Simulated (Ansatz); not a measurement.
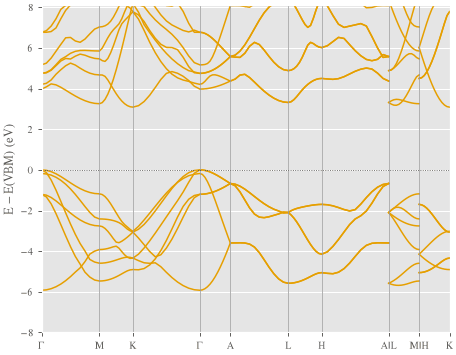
Figure: Band structure from plane-wave PAW PBEsol (Ansatz code)

Task: Read off the gap and where the band edges lie.

Result: About 3.1 eV (3.09 eV by a search for the band edges); maximum at Γ, minimum at K.

Task: Which compound is it?
A) BeS, P6_422 (Be on 3c, S on 3d)
B) AgI, wurtzite
C) GaN, wurtzite
D) BeSe, wurtzite

Result: D, BeSe, wurtzite

Space group P6_3mc (wurtzite). The start of the workflow was typed in or built on a structure type; neither database checked (COD, Materials Project) lists it. COD files the formula under space group No. 216. Whether it is the stable phase at ambient conditions was not checked. Symmetry was held in the PBEsol relaxation; its stability against distortions is not shown here. Spin–orbit coupling is left out wherever it is not named.

Potentials: the later of the program's two PAW sets.
